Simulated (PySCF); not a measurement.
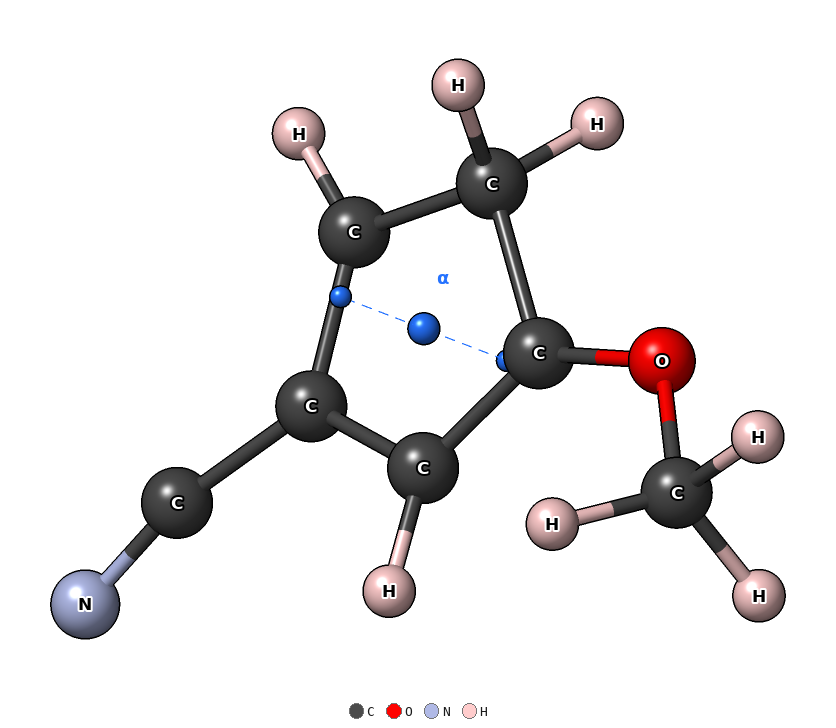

The small points mark where nucleus-independent chemical shifts (NICS) were computed: at the centre of each lettered ring and 1 Å above and below it. Geometry: a frame of a GFN2-xTB molecular-dynamics simulation, not a minimum. Properties computed with GIAO PBE0/pcSseg-1 NMR shielding, non-relativistic, gas phase (PySCF 2.14.0).

Give NICS(0), NICS(1) and the out-of-plane component NICS(1)zz for each ring (means of the two sides).

```
ring  members  NICS(0)  NICS(1)  NICS(1)zz
   α       C5     −4.5     −5.1       −8.5
```

Values in ppm.
